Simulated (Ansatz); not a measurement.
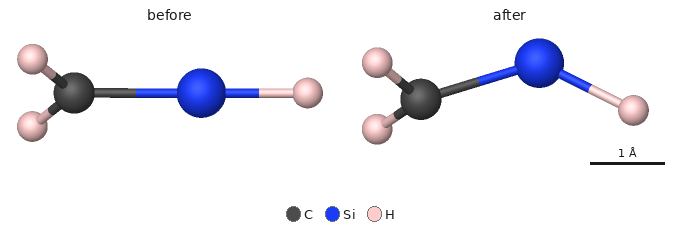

The structure of CH$_{3}$Si (charge +1) before (left) and after (right) a relaxation, at one scale.

A ball-and-stick model, seen from a free direction.

Method: RKS PBE0-D4/def2-TZVP (Ansatz 0.2.0).

Input file:
```yaml
crystal:
  periodic: [false, false, false]
  atoms:
    - {symbol: C, position_ang: [-0.317120, -0.680980, 0.089020]}
    - {symbol: Si, position_ang: [0.411260, 0.881400, -0.117080]}
    - {symbol: H, position_ang: [-0.412140, -1.139590, 1.070050]}
    - {symbol: H, position_ang: [-0.699840, -1.247910, -0.755950]}
    - {symbol: H, position_ang: [1.017830, 2.187080, -0.286050]}
basis:
  gaussian: {orbitals: def2-TZVP}
total_charge: 1
hamiltonian: {xc: pbe0, dispersion: d4}
relax: {f_tol: 0.005, max_steps: 200}
```

Run as
```bash
ansatz run in.yaml --threads 2 --pin off --events-out ev --progress --plain --max-ram 4352MiB
```

### Summarise the run.

The atom that moves furthest after the best rigid fit is Si2 (0.47 Å). Largest moves by element: Si 0.47 Å, H 0.33 Å, C 0.14 Å. Near-neighbour distances that change, for instance: Si2–H5 1.450 → 1.484 Å, C1–Si2 1.736 → 1.713 Å, C1–H3 1.087 → 1.094 Å. Among the angles between lasting bonds that change: C1–Si2–H5 179.9° → 130.6°, H3–C1–H4 116.8° → 113.6°. Over 13 accepted moves (15 points after the start) the energy falls by 0.213 eV. The largest force component goes from 2.7 to 0.0047 eV/Å. The line search rejected the trial steps at points 2, 8 of the run. The run took 12 s on 2 threads of Intel Xeon @ 2.60GHz, on a shared host.
